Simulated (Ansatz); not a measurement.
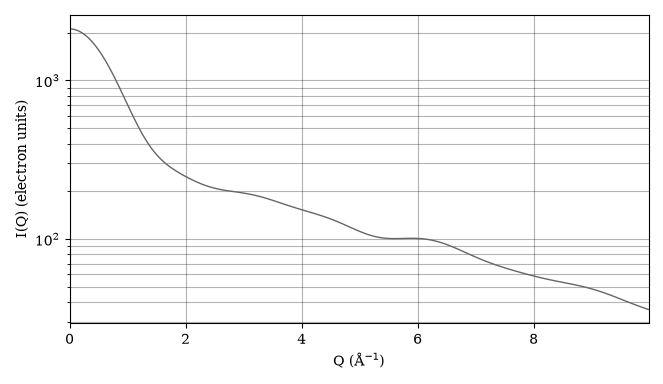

Elastic X-ray scattering of a randomly oriented, rigid molecule, calculated with the Debye equation from neutral-atom form factors (independent atoms, no Compton part, no vibration). The geometry is the end point of an optimisation (RKS r2SCAN-D4/STO-3G (Ansatz 0.2.0)); it may be a saddle point or a higher isomer. It contains N, C, Si, P, H.

**How many electrons does the independent-atom model of the molecule hold?**

I(0) is the square of the electron number: I(0) = 2120, so about 46 electrons, the count of CH4NPSi.

**What radius of gyration does the initial fall-off give?**

From I(Q) ≈ I(0) exp(−Q²R²/3) at small Q, R ≈ 1.94 Å. It is larger than the electron-weighted radius of the nuclear positions alone (1.78 Å), because each atom's electron cloud adds to it.
